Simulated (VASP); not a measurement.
Band structure of C (diamond). Computed with Hartree-Fock, VASP's PBE PAW potentials (set 64) (plane waves; VASP).

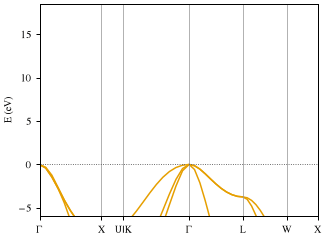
*Bands along high-symmetry lines, zero at the valence-band maximum or, without a gap, the Fermi level*

Task: Read the plot: is there a gap, and where are the band edges?

Result: The gap is indirect, 12.55 eV, from the valence maximum at Γ to the conduction minimum at Γ-X at 0.70.

The compound is C in the diamond structure. It was relaxed first. The cell's shape comes from a PBE relaxation.
